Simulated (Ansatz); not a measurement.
## Geometry relaxation of GaHCl2

The run: geometry relaxation of GaHCl2. Method and program: RKS PBE0-D4/def2-TZVP (Ansatz 0.2.0).

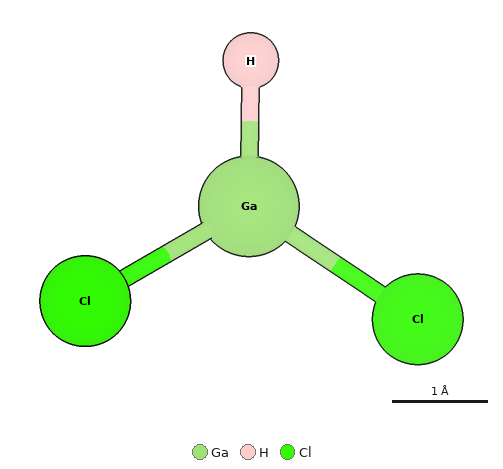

Figure 1. The input geometry (ball-and-stick view, seen at a tilt). Sticks mark near contacts. Bond lengths as drawn: Cl–Ga 2.14 to 2.16 Å and Ga–H 1.55 Å.

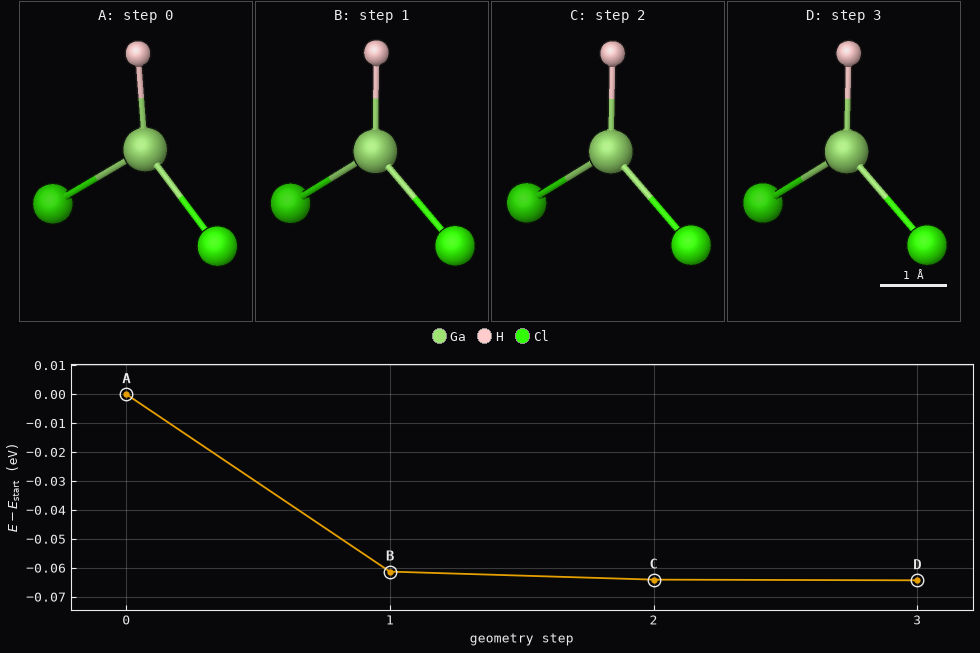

Figure 2. Frames of the relaxation (ball-and-stick view, seen at a tilt) above the curves, on which the letters mark them (the first geometry is step 0 here and step 1 in the log).

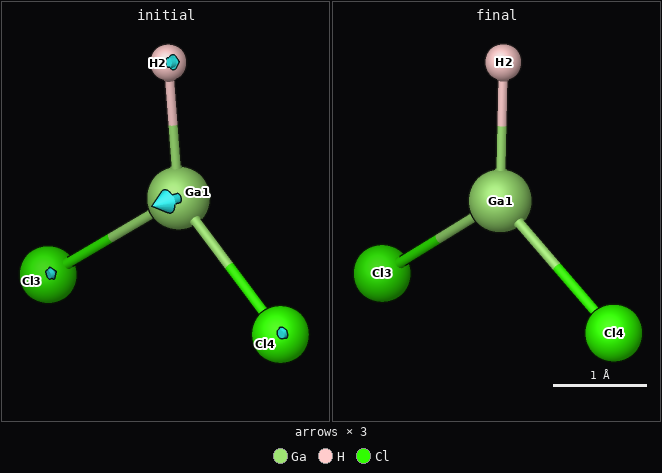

Figure 3. Before (left) and after (right) the relaxation, at one scale (ball-and-stick view, seen at a tilt). The teal arrows give the displacements, magnified 3 times. Over 3 geometry steps the energy falls by 0.064 eV. Largest force component: 0.6 eV/Å at the start, 0.0035 eV/Å at the end. Ga1 moves most after the best rigid fit: 0.13 Å. By element the largest moves are Ga 0.13 Å, H 0.05 Å, Cl 0.04 Å. Distances before and after: Ga1–Cl3 2.164 → 2.128 Å, Ga1–Cl4 2.139 → 2.128 Å. (Atoms are counted from 1 in the order of the input.)

The input that produced these results follows, with the program's output.

**The input**
```yaml
crystal:
  periodic: [false, false, false]
  atoms:
    - {symbol: Ga, position_ang: [0.016466, 0.703335, -0.500030]}
    - {symbol: H, position_ang: [1.427696, 1.116813, -0.974820]}
    - {symbol: Cl, position_ang: [-1.056078, -0.909483, -1.465006]}
    - {symbol: Cl, position_ang: [-1.229782, 1.978627, 0.680997]}
basis:
  gaussian: {orbitals: def2-TZVP}
hamiltonian: {xc: pbe0, dispersion: d4}
relax: {f_tol: 0.005, max_steps: 200}
```

Run as:
```bash
ansatz run in.yaml --threads 4 --pin off --events-out ev --progress --plain --max-ram 9574MiB
```

**Log**
```
Functional definition: PBE0
  name "PBE0"
  cite "Adamo & Barone, J. Chem. Phys. 110, 6158 (1999) doi:10.1063/1.478522"
  cite "Perdew, Burke & Ernzerhof, Phys. Rev. Lett. 77, 3865 (1996) doi:10.1103/PhysRevLett.77.3865"
  parent pbe
  parameter a = 0.25
  parameter kappa = 0.804
  parameter beta = 0.06672455060314922
  exchange = (1 - a)*pbe_x(kappa = kappa, mu = beta*pi^2/3) + a*exact_x
  correlation = pbe_c(beta = beta)
993 factors; their error is unknown
mean field evaluation 1: about -77426.5826 eV, gradient 2.8e1 eV
mean field evaluation 2: about -77425.6944 eV, gradient 4.1e1 eV
mean field evaluation 4: about -77427.8633 eV, gradient 6.9e-1 eV
mean field evaluation 8: about -77428.1303 eV, gradient 1.4e-1 eV
mean field evaluation 16: about -77428.1303 eV, gradient 1.1e-5 eV
mean field -77428.13028040 eV, -2845.4313051329 hartree, gradient 1.1e-5 eV, S^2 0.000000; 0 other end points of the search recorded, 0 dependent functions left out
the calculation of the forces begins
reference -77428.13030705 eV, -2845.4313061123 hartree; 33, 33 occupied and 95, 95 virtual orbitals, 993 factors
relax step   1: F+E_penalty+E_count = -77428.21712343 eV  Δ(F+E_penalty+E_count) = +0.000e0 eV  max|allowed force component| = 6.014e-1 eV/Å  Δτ_max = 0.0000 Å  (25 SCF iters, accepted)
these checks for a lower state are left out or cut short: starts, cluster_reference, orbital_swaps, neighbouring_geometries, increment
993 factors; their error is unknown
mean field -77428.19157183 eV, -2845.4335575514 hartree, gradient 1.1e-5 eV, S^2 0.000000; 0 other end points of the search recorded, 0 dependent functions left out
the calculation of the forces begins
reference -77428.19159857 eV, -2845.4335585342 hartree; 33, 33 occupied and 95, 95 virtual orbitals, 993 factors
relax step   2: F+E_penalty+E_count = -77428.27839934 eV  Δ(F+E_penalty+E_count) = -6.128e-2 eV  max|allowed force component| = 1.575e-1 eV/Å  Δτ_max = 0.1170 Å  (28 SCF iters, accepted)
these checks for a lower state are left out or cut short: starts, cluster_reference, orbital_swaps, neighbouring_geometries, increment
993 factors; their error is unknown
mean field -77428.19419717 eV, -2845.4336540309 hartree, gradient 4.3e-5 eV, S^2 0.000000; 0 other end points of the search recorded, 0 dependent functions left out
the calculation of the forces begins
reference -77428.19422388 eV, -2845.4336550126 hartree; 33, 33 occupied and 95, 95 virtual orbitals, 993 factors
relax step   3: F+E_penalty+E_count = -77428.28117998 eV  Δ(F+E_penalty+E_count) = -2.781e-3 eV  max|allowed force component| = 4.699e-2 eV/Å  Δτ_max = 0.0138 Å  (26 SCF iters, accepted)
these checks for a lower state are left out or cut short: starts, cluster_reference, orbital_swaps, neighbouring_geometries, increment
993 factors; their error is unknown
mean field evaluation 32: about -77428.1943 eV, gradient 1.9e-5 eV
mean field -77428.19432357 eV, -2845.4336586759 hartree, gradient 4.2e-5 eV, S^2 0.000000; 0 other end points of the search recorded, 0 dependent functions left out
the calculation of the forces begins
reference -77428.19435027 eV, -2845.4336596572 hartree; 33, 33 occupied and 95, 95 virtual orbitals, 993 factors
relax step   4: F+E_penalty+E_count = -77428.28140791 eV  Δ(F+E_penalty+E_count) = -2.279e-4 eV  max|allowed force component| = 3.526e-3 eV/Å  Δτ_max = 0.0051 Å  (25 SCF iters, accepted)
993 factors; their error is unknown
mean field -77428.19432357 eV, -2845.4336586759 hartree, gradient 4.2e-5 eV, S^2 0.000000; 1 other end points of the search recorded, 0 dependent functions left out
the calculation of the forces begins
reference -77428.19435027 eV, -2845.4336596572 hartree; 33, 33 occupied and 95, 95 virtual orbitals, 993 factors
Total energy: -77428.28143461 eV, -2845.4368599477 hartree
Atom 0 at    -0.034606     0.761694    -0.603069 Å, force     0.003526    -0.001836    -0.003254 eV/Å
Atom 1 at     1.439819     1.089725    -0.927414 Å, force    -0.000855     0.000568     0.000985 eV/Å
Atom 2 at    -1.037397    -0.921070    -1.434252 Å, force    -0.000926    -0.000926    -0.000146 eV/Å
Atom 3 at    -1.209514     1.958944     0.705876 Å, force    -0.001745     0.002194     0.002414 eV/Å
Dipole moment:     0.339860     0.076122    -0.074239 e Å
```

**Trajectory as extended XYZ (Å, eV, eV/Å), 4 frames, from step=1 to step=4**
```
4
Properties=species:S:1:pos:R:3:forces:R:3 step=1 energy=-77428.21712
Ga    0.0165    0.7033   -0.5000   -0.5890   0.0416  -0.6014
H     1.4277    1.1168   -0.9748    0.0993  -0.1265   0.2066
Cl   -1.0561   -0.9095   -1.4650    0.3122   0.2770   0.3542
Cl   -1.2298    1.9786    0.6810    0.1775  -0.1921   0.0405
4
Properties=species:S:1:pos:R:3:forces:R:3 step=2 energy=-77428.27840
Ga   -0.0293    0.7593   -0.5919   -0.0453  -0.0520  -0.0974
H     1.4495    1.0922   -0.9358   -0.1369  -0.0374   0.0578
Cl   -1.0435   -0.9255   -1.4392    0.1066   0.1575   0.0955
Cl   -1.2184    1.9632    0.7081    0.0756  -0.0681  -0.0559
4
Properties=species:S:1:pos:R:3:forces:R:3 step=3 energy=-77428.28118
Ga   -0.0345    0.7601   -0.5987   -0.0406  -0.0270  -0.0322
H     1.4378    1.0899   -0.9290    0.0098  -0.0011   0.0073
Cl   -1.0361   -0.9239   -1.4383    0.0232   0.0470   0.0333
Cl   -1.2089    1.9632    0.7071    0.0077  -0.0189  -0.0084
4
Properties=species:S:1:pos:R:3:forces:R:3 step=4 energy=-77428.28141
Ga   -0.0346    0.7617   -0.6031    0.0035  -0.0018  -0.0033
H     1.4398    1.0897   -0.9274   -0.0009   0.0006   0.0010
Cl   -1.0374   -0.9211   -1.4343   -0.0009  -0.0009  -0.0001
Cl   -1.2095    1.9589    0.7059   -0.0017   0.0022   0.0024
```

**Key numbers**

```csv
quantity,value
outcome,converged
total energy,−77428.2814 eV
mean-field energy,−77428.1944 eV
dispersion energy,−0.0871 eV
SCF solution under orbital rotations,stable
largest force (length of the vector) at the end,0.005 eV/Å
dipole moment,1.71 D
hardware,"4 threads of Arm Neoverse V2, 23 GiB of memory available, shared host"
wall time,5.5 s (CPU time 19 s)
peak memory,0.48 GiB
```
